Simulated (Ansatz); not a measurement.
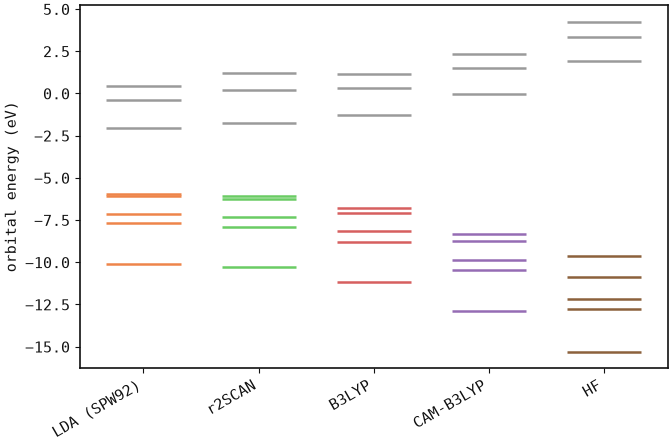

Frontier orbital energies of CH₅GeNO, SMILES C[O][Ge][NH2], singlet at one geometry, def2-TZVPP, the Ansatz code 0.2.0, at a PBE0-D4/def2-TZVP geometry (a minimum by its frequencies). Empty levels are grey, levels within 0.1 eV stand side by side; all columns show the same few orbitals around the gap.

**How do the frontier levels move from column to column?**

The separation grows from 3.92 eV (LDA (SPW92)) to 11.54 eV (HF).

| level | HOMO (eV) | LUMO (eV) | separation (eV) |
| --- | --- | --- | --- |
| LDA (SPW92) | −5.94 | −2.02 | 3.92 |
| r2SCAN | −6.05 | −1.75 | 4.31 |
| B3LYP | −6.79 | −1.28 | 5.52 |
| CAM-B3LYP | −8.31 | −0.03 | 8.28 |
| HF | −9.60 | 1.94 | 11.54 |

Limits of at least one run: empty levels above zero depend strongly on the basis; no scalar relativity up to krypton; one conformer of a flexible molecule.
